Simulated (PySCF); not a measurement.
# C2H9BN2: core binding energies at several levels of theory, part 2 of 3

PySCF 2.14.0. Atoms count from 0.

## (5) Core-electron binding energies: PBE, X2C

What the job is given:

```
{"job": {"kind": "xps", "xc": "PBE"}, "charge": 0, "multiplicity": 1}
C      1.852535     0.420090     0.425700
N      0.816327    -0.570477     0.360988
B     -0.525964    -0.394865    -0.072814
C     -1.053756     1.030409    -0.534233
N     -1.408787    -1.506874    -0.095897
H      2.278006     0.525219     1.440990
H      1.450906     1.402968     0.143984
H      2.694758     0.207955    -0.259914
H      1.118104    -1.496182     0.640181
H     -0.496109     1.399921    -1.411238
H     -0.929867     1.785781     0.259370
H     -2.119677     1.014910    -0.808606
H     -1.152637    -2.445765     0.176291
H     -2.370211    -1.421376    -0.388268
```

With the program's defaults for keys left out, this is: delta-SCF UKS PBE, pcX-2 on the ionised atom, pcseg-1 elsewhere, spin-free X2C.

The program printed:

```text
ground state, core basis on atom 0 (C), 146 functions
  cycle   1  E = -215.73319979  |g| = 6.72e-01
  cycle   2  E = -215.55673850  |g| = 1.07e+00
  cycle   3  E = -215.84950527  |g| = 7.10e-02
  cycle   4  E = -215.85027995  |g| = 4.11e-02
  cycle   5  E = -215.85065403  |g| = 7.45e-03
  cycle   6  E = -215.85066432  |g| = 3.11e-03
  cycle   7  E = -215.85066605  |g| = 8.82e-04
  cycle   8  E = -215.85066769  |g| = 3.40e-04
  E(ground) = -215.85105706 Eh
hole in C 1s of atom 0
  cycle   1  E = -204.63050180  |g| = 1.52e+00
  cycle   2  E = -201.44854635  |g| = 2.63e+00
  cycle   3  E = -204.53867356  |g| = 1.14e+00
  cycle   4  E = -205.11562257  |g| = 3.84e-01
  cycle   5  E = -205.16364600  |g| = 1.66e-01
  cycle   6  E = -205.17288772  |g| = 6.98e-02
  cycle   7  E = -205.17498042  |g| = 1.10e-02
  cycle   8  E = -205.17503418  |g| = 4.03e-03
  cycle   9  E = -205.17504335  |g| = 6.49e-04
  cycle  10  E = -205.17504361  |g| = 3.14e-04
  E(ion) = -205.17534898 Eh   <S^2> = 0.7606   hole on atom = 1.000   binding energy = 290.501 eV
ground state, core basis on atom 1 (N), 146 functions
  cycle   1  E = -215.86222077  |g| = 9.07e-02
  cycle   2  E = -215.86203127  |g| = 3.53e-02
  cycle   3  E = -215.86162770  |g| = 5.65e-02
  cycle   4  E = -215.86228200  |g| = 3.70e-03
  cycle   5  E = -215.86228406  |g| = 4.90e-04
  E(ground) = -215.86241010 Eh
hole in N 1s of atom 1
  cycle   1  E = -200.33897395  |g| = 1.89e+00
  cycle   2  E = -199.35310666  |g| = 2.33e+00
  cycle   3  E = -200.94566641  |g| = 4.73e-01
  cycle   4  E = -200.95865712  |g| = 4.03e-01
  cycle   5  E = -201.03306415  |g| = 7.41e-02
  cycle   6  E = -201.03532736  |g| = 1.87e-02
  cycle   7  E = -201.03549494  |g| = 4.96e-03
  cycle   8  E = -201.03550569  |g| = 8.41e-04
  cycle   9  E = -201.03550690  |g| = 2.92e-04
  E(ion) = -201.03551553 Eh   <S^2> = 0.7582   hole on atom = 1.000   binding energy = 403.460 eV
ground state, core basis on atom 2 (B), 146 functions
  cycle   1  E = -215.84807960  |g| = 5.74e-02
  cycle   2  E = -215.84797574  |g| = 2.70e-02
  cycle   3  E = -215.84787504  |g| = 3.45e-02
  cycle   4  E = -215.84814046  |g| = 5.71e-03
  cycle   5  E = -215.84814704  |g| = 6.67e-04
  cycle   6  E = -215.84814843  |g| = 2.83e-04
  E(ground) = -215.84837791 Eh
hole in B 1s of atom 2
  cycle   1  E = -208.29477083  |g| = 1.19e+00
  cycle   2  E = -207.11675079  |g| = 1.86e+00
  cycle   3  E = -208.58633894  |g| = 4.76e-01
  cycle   4  E = -208.57797182  |g| = 5.15e-01
  cycle   5  E = -208.70286186  |g| = 1.12e-01
  cycle   6  E = -208.70796067  |g| = 4.20e-02
  cycle   7  E = -208.70876298  |g| = 1.15e-02
  cycle   8  E = -208.70881258  |g| = 4.63e-03
  cycle   9  E = -208.70882291  |g| = 5.40e-04
  cycle  10  E = -208.70882356  |g| = 1.89e-04
  E(ion) = -208.70901748 Eh   <S^2> = 0.7668   hole on atom = 1.000   binding energy = 194.272 eV
ground state, core basis on atom 3 (C), 146 functions
  cycle   1  E = -215.84992194  |g| = 7.29e-02
  cycle   2  E = -215.84982996  |g| = 2.57e-02
  cycle   3  E = -215.84975538  |g| = 3.12e-02
  cycle   4  E = -215.85000196  |g| = 5.11e-03
  cycle   5  E = -215.85000787  |g| = 7.13e-04
  cycle   6  E = -215.85000857  |g| = 2.30e-04
  E(ground) = -215.84999689 Eh
hole in C 1s of atom 3
  cycle   1  E = -204.68592152  |g| = 1.52e+00
  cycle   2  E = -203.92183206  |g| = 1.90e+00
  cycle   3  E = -205.18417421  |g| = 3.51e-01
  cycle   4  E = -205.21335765  |g| = 2.29e-01
  cycle   5  E = -205.23588563  |g| = 3.89e-02
  cycle   6  E = -205.23652721  |g| = 8.29e-03
  cycle   7  E = -205.23654205  |g| = 5.89e-03
  cycle   8  E = -205.23655768  |g| = 1.02e-03
  cycle   9  E = -205.23655827  |g| = 4.72e-04
  E(ion) = -205.23659862 Eh   <S^2> = 0.7600   hole on atom = 1.000   binding energy = 288.805 eV
ground state, core basis on atom 4 (N), 146 functions
  cycle   1  E = -215.86285428  |g| = 8.96e-02
  cycle   2  E = -215.86277315  |g| = 2.35e-02
  cycle   3  E = -215.86248493  |g| = 4.36e-02
  cycle   4  E = -215.86288804  |g| = 2.57e-03
  cycle   5  E = -215.86288850  |g| = 6.31e-04
  cycle   6  E = -215.86289032  |g| = 1.97e-04
  E(ground) = -215.86312178 Eh
hole in N 1s of atom 4
  cycle   1  E = -200.34445869  |g| = 1.88e+00
  cycle   2  E = -199.53156051  |g| = 2.22e+00
  cycle   3  E = -200.93853552  |g| = 4.78e-01
  cycle   4  E = -200.92621020  |g| = 4.74e-01
  cycle   5  E = -201.03196318  |g| = 6.15e-02
  cycle   6  E = -201.03339675  |g| = 2.64e-02
  cycle   7  E = -201.03374218  |g| = 4.03e-03
  cycle   8  E = -201.03375006  |g| = 6.85e-04
  cycle   9  E = -201.03374965  |g| = 2.78e-04
  E(ion) = -201.03391863 Eh   <S^2> = 0.7579   hole on atom = 1.000   binding energy = 403.523 eV
```

It took 21 s on 1 thread of Arm Neoverse V1, shared host; peak memory 0.53 GiB.

The holes in one table. −ε is the ground-state orbital energy:

```csv
hole,stands for,environment,ΔSCF (eV),−ε (eV),⟨S²⟩
C1s on C0,C0,methyl carbon bonded to N,290.50,269.4,0.761
N1s on N1,N1,"nitrogen bonded to C, B, H",403.46,380.0,0.758
B1s on B2,B2,"boron bonded to C, 2 N",194.27,176.2,0.767
C1s on C3,C3,methyl carbon bonded to B,288.81,267.9,0.760
N1s on N4,N4,"nitrogen bonded to B, 2 H",403.52,379.9,0.758
```

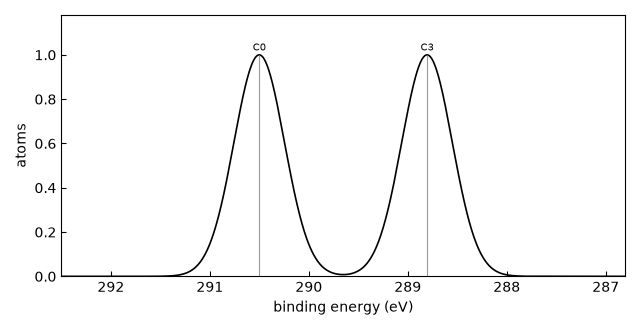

The C1s photoelectron lines, weighted by the number of atoms. Lines are broadened to a width of 0.60 eV (Gaussian).

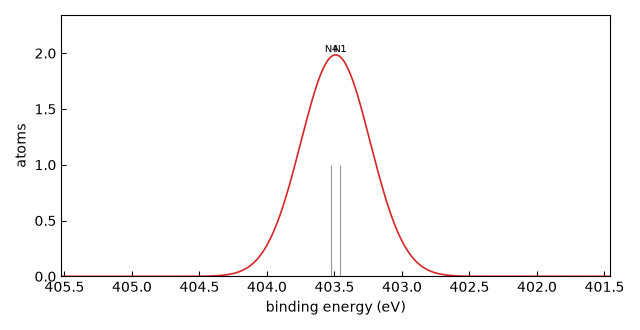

The N1s photoelectron lines, weighted by the number of atoms. Lines are broadened to a width of 0.60 eV (Gaussian).

## (6) Core-electron binding energies: HF, X2C

Same as in step 5 but for these lines:

```diff
@@ -1,2 +1,2 @@
-{"job": {"kind": "xps", "xc": "PBE"}, "charge": 0, "multiplicity": 1}
+{"job": {"kind": "xps", "xc": "HF"}, "charge": 0, "multiplicity": 1}
 C      1.852535     0.420090     0.425700
```

Method: delta-SCF UKS HF, pcX-2 on the ionised atom, pcseg-1 elsewhere, spin-free X2C.

The program printed:

```text
ground state, core basis on atom 0 (C), 146 functions
  cycle   1  E = -214.65459091  |g| = 3.95e-01
  cycle   2  E = -214.70414821  |g| = 1.18e-01
  cycle   3  E = -214.70815570  |g| = 4.92e-02
  cycle   4  E = -214.70880423  |g| = 5.97e-03
  cycle   5  E = -214.70881660  |g| = 2.06e-03
  cycle   6  E = -214.70881802  |g| = 3.93e-04
  E(ground) = -214.70881802 Eh
hole in C 1s of atom 0
  cycle   1  E = -203.46014313  |g| = 1.49e+00
  cycle   2  E = -203.82145042  |g| = 7.38e-01
  cycle   3  E = -203.99658792  |g| = 1.04e-01
  cycle   4  E = -204.00112522  |g| = 2.40e-02
  cycle   5  E = -204.00169180  |g| = 1.59e-02
  cycle   6  E = -204.00214285  |g| = 8.73e-03
  cycle   7  E = -204.00234361  |g| = 2.51e-03
  cycle   8  E = -204.00235749  |g| = 7.24e-04
  cycle   9  E = -204.00235821  |g| = 2.25e-04
  E(ion) = -204.00235821 Eh   <S^2> = 0.7882   hole on atom = 1.000   binding energy = 291.338 eV
ground state, core basis on atom 1 (N), 146 functions
  cycle   1  E = -214.72195137  |g| = 2.98e-02
  cycle   2  E = -214.72202430  |g| = 4.16e-03
  cycle   3  E = -214.72202820  |g| = 2.11e-03
  cycle   4  E = -214.72202913  |g| = 3.21e-04
  E(ground) = -214.72202913 Eh
hole in N 1s of atom 1
  cycle   1  E = -199.18873972  |g| = 1.85e+00
  cycle   2  E = -199.60909209  |g| = 1.01e+00
  cycle   3  E = -199.87683049  |g| = 1.11e-01
  cycle   4  E = -199.88117540  |g| = 2.40e-02
  cycle   5  E = -199.88162301  |g| = 1.41e-02
  cycle   6  E = -199.88186510  |g| = 6.25e-03
  cycle   7  E = -199.88192780  |g| = 1.98e-03
  cycle   8  E = -199.88193352  |g| = 6.85e-04
  cycle   9  E = -199.88193416  |g| = 2.45e-04
  E(ion) = -199.88193416 Eh   <S^2> = 0.7748   hole on atom = 1.000   binding energy = 403.820 eV
ground state, core basis on atom 2 (B), 146 functions
  cycle   1  E = -214.70568294  |g| = 2.89e-02
  cycle   2  E = -214.70581723  |g| = 8.18e-03
  cycle   3  E = -214.70583006  |g| = 3.41e-03
  cycle   4  E = -214.70583274  |g| = 4.25e-04
  E(ground) = -214.70583274 Eh
hole in B 1s of atom 2
  cycle   1  E = -207.12869584  |g| = 1.17e+00
  cycle   2  E = -207.40578764  |g| = 5.18e-01
  cycle   3  E = -207.51390869  |g| = 1.24e-01
  cycle   4  E = -207.52072333  |g| = 2.71e-02
  cycle   5  E = -207.52124184  |g| = 1.27e-02
  cycle   6  E = -207.52151757  |g| = 7.76e-03
  cycle   7  E = -207.52168558  |g| = 4.75e-03
  cycle   8  E = -207.52176103  |g| = 2.87e-03
  cycle   9  E = -207.52179776  |g| = 1.62e-03
  cycle  10  E = -207.52181021  |g| = 1.04e-03
  cycle  11  E = -207.52181591  |g| = 6.76e-04
  cycle  12  E = -207.52181857  |g| = 4.85e-04
  E(ion) = -207.52181857 Eh   <S^2> = 0.7873   hole on atom = 1.000   binding energy = 195.487 eV
ground state, core basis on atom 3 (C), 146 functions
  cycle   1  E = -214.70764394  |g| = 2.29e-02
  cycle   2  E = -214.70768621  |g| = 2.86e-03
  cycle   3  E = -214.70768843  |g| = 1.14e-03
  cycle   4  E = -214.70768877  |g| = 2.53e-04
  E(ground) = -214.70768877 Eh
hole in C 1s of atom 3
  cycle   1  E = -203.52136823  |g| = 1.49e+00
  cycle   2  E = -203.89340193  |g| = 7.22e-01
  cycle   3  E = -204.06277900  |g| = 9.52e-02
  cycle   4  E = -204.06645610  |g| = 2.10e-02
  cycle   5  E = -204.06691890  |g| = 1.40e-02
  cycle   6  E = -204.06726979  |g| = 6.91e-03
  cycle   7  E = -204.06738996  |g| = 1.66e-03
  cycle   8  E = -204.06739561  |g| = 5.19e-04
  cycle   9  E = -204.06739590  |g| = 2.47e-04
  E(ion) = -204.06739590 Eh   <S^2> = 0.7825   hole on atom = 1.000   binding energy = 289.537 eV
ground state, core basis on atom 4 (N), 146 functions
  cycle   1  E = -214.72113531  |g| = 3.02e-02
  cycle   2  E = -214.72121620  |g| = 4.09e-03
  cycle   3  E = -214.72122075  |g| = 1.76e-03
  cycle   4  E = -214.72122160  |g| = 4.14e-04
  E(ground) = -214.72122160 Eh
hole in N 1s of atom 4
  cycle   1  E = -199.18834896  |g| = 1.84e+00
  cycle   2  E = -199.62766752  |g| = 9.65e-01
  cycle   3  E = -199.86809492  |g| = 1.02e-01
  cycle   4  E = -199.87175096  |g| = 2.45e-02
  cycle   5  E = -199.87219219  |g| = 1.45e-02
  cycle   6  E = -199.87245204  |g| = 5.88e-03
  cycle   7  E = -199.87250720  |g| = 1.86e-03
  cycle   8  E = -199.87251210  |g| = 6.68e-04
  cycle   9  E = -199.87251266  |g| = 2.02e-04
  E(ion) = -199.87251266 Eh   <S^2> = 0.7738   hole on atom = 1.000   binding energy = 404.054 eV
```

Run time: 18 s. Hardware: 1 thread of Arm Neoverse V1, shared host; peak memory 0.49 GiB.

Binding energies by hole, beside the orbital energy of the ground state; the difference holds orbital relaxation and, for a density functional, its self-interaction error:

| hole | stands for | environment | ΔSCF (eV) | −ε (eV) | ⟨S²⟩ |
| --- | --- | --- | --- | --- | --- |
| C1s on C0 | C0 | methyl carbon bonded to N | 291.34 | 306.1 | 0.788 |
| N1s on N1 | N1 | nitrogen bonded to C, B, H | 403.82 | 422.7 | 0.775 |
| B1s on B2 | B2 | boron bonded to C, 2 N | 195.49 | 206.2 | 0.787 |
| C1s on C3 | C3 | methyl carbon bonded to B | 289.54 | 304.4 | 0.783 |
| N1s on N4 | N4 | nitrogen bonded to B, 2 H | 404.05 | 422.7 | 0.774 |

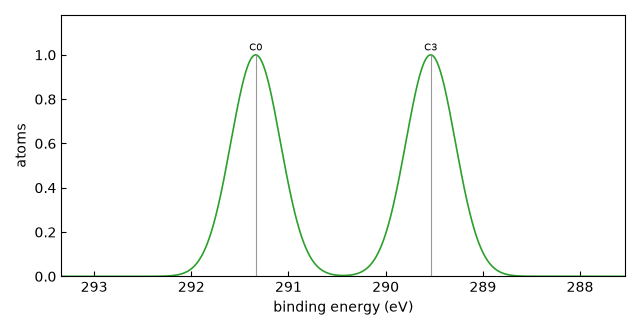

The C1s photoelectron lines, weighted by the number of atoms. Lines are broadened to a width of 0.60 eV (Gaussian).

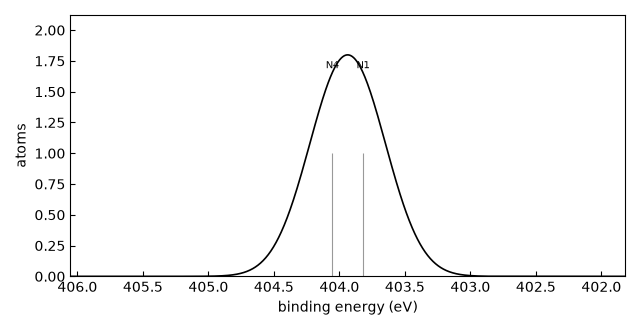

The N1s photoelectron lines, weighted by the number of atoms. Lines are broadened to a width of 0.60 eV (Gaussian).

## (7) X-ray photoelectron lines: SCAN, X2C

Same as in step 6 but for these lines:

```diff
@@ -1,2 +1,2 @@
-{"job": {"kind": "xps", "xc": "HF"}, "charge": 0, "multiplicity": 1}
+{"job": {"kind": "xps", "basis": "pcX-1"}, "charge": 0, "multiplicity": 1}
 C      1.852535     0.420090     0.425700
```

Method: delta-SCF UKS SCAN, pcX-1 on the ionised atom, pcseg-1 elsewhere, spin-free X2C.

The program printed:

```text
ground state, core basis on atom 0 (C), 125 functions
  cycle   1  E = -215.90300656  |g| = 6.57e-01
  cycle   2  E = -215.81569237  |g| = 8.75e-01
  cycle   3  E = -216.01004991  |g| = 5.38e-02
  cycle   4  E = -216.01049901  |g| = 3.07e-02
  cycle   5  E = -216.01072191  |g| = 6.17e-03
  cycle   6  E = -216.01073088  |g| = 1.53e-03
  cycle   7  E = -216.01073100  |g| = 1.24e-03
  cycle   8  E = -216.01073228  |g| = 1.04e-04
  E(ground) = -216.02382802 Eh
hole in C 1s of atom 0
  cycle   1  E = -204.75587720  |g| = 1.50e+00
  cycle   2  E = -203.37647625  |g| = 2.04e+00
  cycle   3  E = -205.07140875  |g| = 6.95e-01
  cycle   4  E = -205.25562274  |g| = 3.30e-01
  cycle   5  E = -205.29852616  |g| = 8.89e-02
  cycle   6  E = -205.30171892  |g| = 2.76e-02
  cycle   7  E = -205.30215277  |g| = 7.57e-03
  cycle   8  E = -205.30220495  |g| = 3.82e-03
  cycle   9  E = -205.30221679  |g| = 2.22e-03
  cycle  10  E = -205.30222145  |g| = 7.81e-04
  cycle  11  E = -205.30222128  |g| = 3.41e-04
  E(ion) = -205.31432372 Eh   <S^2> = 0.7691   hole on atom = 1.000   binding energy = 291.420 eV
ground state, core basis on atom 1 (N), 125 functions
  cycle   1  E = -216.01096002  |g| = 4.96e-02
  cycle   2  E = -216.01046365  |g| = 6.79e-02
  cycle   3  E = -216.01142955  |g| = 8.37e-03
  cycle   4  E = -216.01143885  |g| = 5.54e-03
  cycle   5  E = -216.01144668  |g| = 6.49e-04
  cycle   6  E = -216.01144701  |g| = 1.69e-04
  E(ground) = -216.02308159 Eh
hole in N 1s of atom 1
  cycle   1  E = -200.46118953  |g| = 1.86e+00
  cycle   2  E = -199.85641453  |g| = 2.03e+00
  cycle   3  E = -201.08820810  |g| = 4.22e-01
  cycle   4  E = -201.12306833  |g| = 2.53e-01
  cycle   5  E = -201.15293912  |g| = 5.13e-02
  cycle   6  E = -201.15410341  |g| = 1.31e-02
  cycle   7  E = -201.15418897  |g| = 3.91e-03
  cycle   8  E = -201.15419814  |g| = 1.09e-03
  cycle   9  E = -201.15419862  |g| = 4.53e-04
  E(ion) = -201.16540657 Eh   <S^2> = 0.7640   hole on atom = 1.000   binding energy = 404.298 eV
ground state, core basis on atom 2 (B), 125 functions
  cycle   1  E = -216.01037731  |g| = 3.57e-02
  cycle   2  E = -216.01002094  |g| = 4.95e-02
  cycle   3  E = -216.01056632  |g| = 8.19e-03
  cycle   4  E = -216.01057847  |g| = 3.20e-03
  cycle   5  E = -216.01058095  |g| = 4.72e-04
  E(ground) = -216.02511197 Eh
hole in B 1s of atom 2
  cycle   1  E = -208.43618680  |g| = 1.18e+00
  cycle   2  E = -207.61812777  |g| = 1.62e+00
  cycle   3  E = -208.73684616  |g| = 4.28e-01
  cycle   4  E = -208.77020341  |g| = 3.60e-01
  cycle   5  E = -208.83235480  |g| = 8.94e-02
  cycle   6  E = -208.83599597  |g| = 3.11e-02
  cycle   7  E = -208.83652646  |g| = 1.15e-02
  cycle   8  E = -208.83665254  |g| = 6.33e-03
  cycle   9  E = -208.83670266  |g| = 4.12e-03
  cycle  10  E = -208.83673553  |g| = 1.55e-03
  cycle  11  E = -208.83673855  |g| = 4.16e-04
  E(ion) = -208.85261554 Eh   <S^2> = 0.7954   hole on atom = 1.000   binding energy = 195.174 eV
ground state, core basis on atom 3 (C), 125 functions
  cycle   1  E = -216.01095067  |g| = 2.92e-02
  cycle   2  E = -216.01084082  |g| = 3.32e-02
  cycle   3  E = -216.01110482  |g| = 4.07e-03
  cycle   4  E = -216.01110890  |g| = 2.65e-03
  cycle   5  E = -216.01111020  |g| = 3.21e-04
  E(ground) = -216.02470647 Eh
hole in C 1s of atom 3
  cycle   1  E = -204.81528752  |g| = 1.50e+00
  cycle   2  E = -204.37800717  |g| = 1.63e+00
  cycle   3  E = -205.32994968  |g| = 3.10e-01
  cycle   4  E = -205.35924783  |g| = 1.34e-01
  cycle   5  E = -205.36696097  |g| = 3.57e-02
  cycle   6  E = -205.36749572  |g| = 1.01e-02
  cycle   7  E = -205.36753589  |g| = 5.24e-03
  cycle   8  E = -205.36755126  |g| = 1.19e-03
  cycle   9  E = -205.36755212  |g| = 6.50e-04
  cycle  10  E = -205.36755287  |g| = 2.83e-04
  E(ion) = -205.38026449 Eh   <S^2> = 0.7663   hole on atom = 1.000   binding energy = 289.650 eV
ground state, core basis on atom 4 (N), 125 functions
  cycle   1  E = -216.01069991  |g| = 4.67e-02
  cycle   2  E = -216.01006744  |g| = 6.82e-02
  cycle   3  E = -216.01114557  |g| = 7.28e-03
  cycle   4  E = -216.01115063  |g| = 5.31e-03
  cycle   5  E = -216.01115736  |g| = 7.74e-04
  cycle   6  E = -216.01115638  |g| = 1.28e-04
  E(ground) = -216.02278234 Eh
hole in N 1s of atom 4
  cycle   1  E = -200.46444486  |g| = 1.85e+00
  cycle   2  E = -199.99821907  |g| = 1.93e+00
  cycle   3  E = -201.08671838  |g| = 4.09e-01
  cycle   4  E = -201.10326815  |g| = 3.09e-01
  cycle   5  E = -201.14918424  |g| = 4.10e-02
  cycle   6  E = -201.14990396  |g| = 1.74e-02
  cycle   7  E = -201.15005953  |g| = 3.03e-03
  cycle   8  E = -201.15006605  |g| = 8.13e-04
  cycle   9  E = -201.15006633  |g| = 3.52e-04
  E(ion) = -201.16146496 Eh   <S^2> = 0.7630   hole on atom = 1.000   binding energy = 404.397 eV
```

Wall time 30 s (1 thread of Arm Neoverse V1, shared host); peak memory 0.49 GiB.

The holes in one table. −ε is the ground-state orbital energy:

| hole | stands for | environment | ΔSCF (eV) | −ε (eV) | ⟨S²⟩ |
| --- | --- | --- | --- | --- | --- |
| C1s on C0 | C0 | methyl carbon bonded to N | 291.42 | 273.9 | 0.769 |
| N1s on N1 | N1 | nitrogen bonded to C, B, H | 404.30 | 385.0 | 0.764 |
| B1s on B2 | B2 | boron bonded to C, 2 N | 195.17 | 179.2 | 0.795 |
| C1s on C3 | C3 | methyl carbon bonded to B | 289.65 | 272.3 | 0.766 |
| N1s on N4 | N4 | nitrogen bonded to B, 2 H | 404.40 | 384.9 | 0.763 |

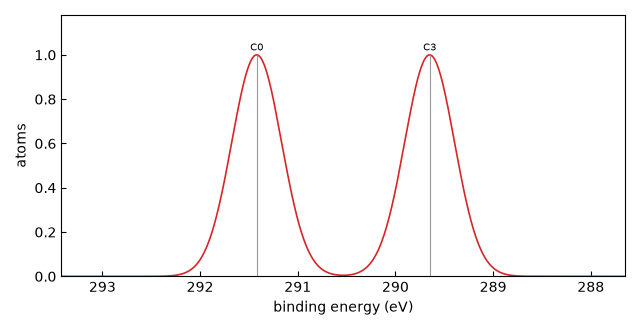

The C1s photoelectron lines, weighted by the number of atoms. Lines are broadened to a width of 0.60 eV (Gaussian).

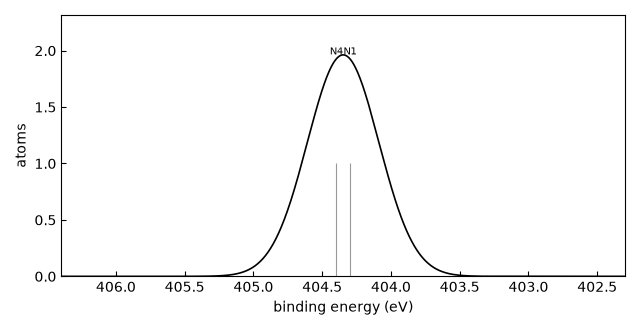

The N1s photoelectron lines, weighted by the number of atoms. Lines are broadened to a width of 0.60 eV (Gaussian).

(Part 2 of 3 ends here.)
